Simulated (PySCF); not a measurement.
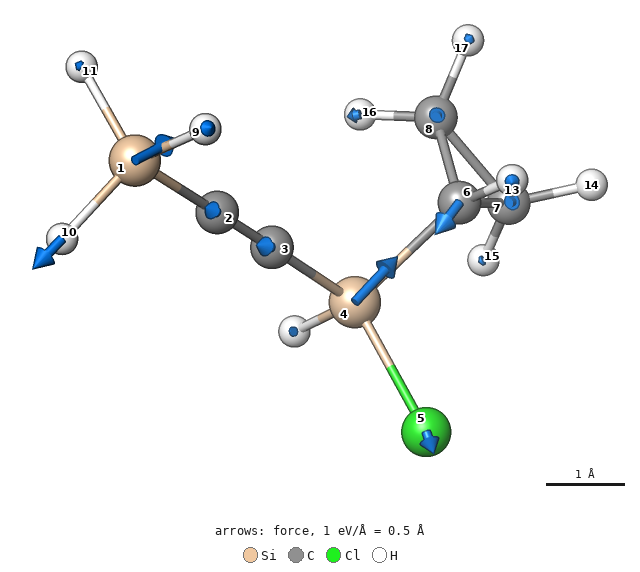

Starting geometry of C5H9ClSi2 with the computed forces as blue arrows. The picture is a ball-and-stick view, seen from a free direction.

The start comes from GFN2-xTB. Its atoms were then displaced at random by about 0.01 Å.

Theory: PySCF 2.14.0, density-fitted response routines, PBE0-D3(BJ)/def2-SVP geometry optimisation, gas phase. 

Is this structure relaxed? If not, where do the atoms go?

It isn't relaxed: the largest force vector, on a Si atom, is 1.80 eV/Å. The final displacements have little in common with the starting forces (cosine between the two patterns 0.20). After 12 geometry steps the energy has fallen by 3.37 kcal/mol. An H atom moves most after the best rigid fit: 0.17 Å. Largest moves by element: H 0.17 Å, C 0.12 Å, Si 0.12 Å, Cl 0.07 Å. Near-neighbour distances that change, for instance: C–Si 1.911 → 1.847 Å, H–Si 1.432 → 1.491 Å, Cl–Si 2.037 → 2.072 Å, C–Si 1.802 → 1.832 Å. Among the angles between lasting bonds that change: H–Si–H 112.7° → 109.7°, C–Si–C 108.8° → 111.7°, C–C–H 114.0° → 116.3°. The run took 2.6 min on 1 thread of Arm Neoverse V2 (shared host).
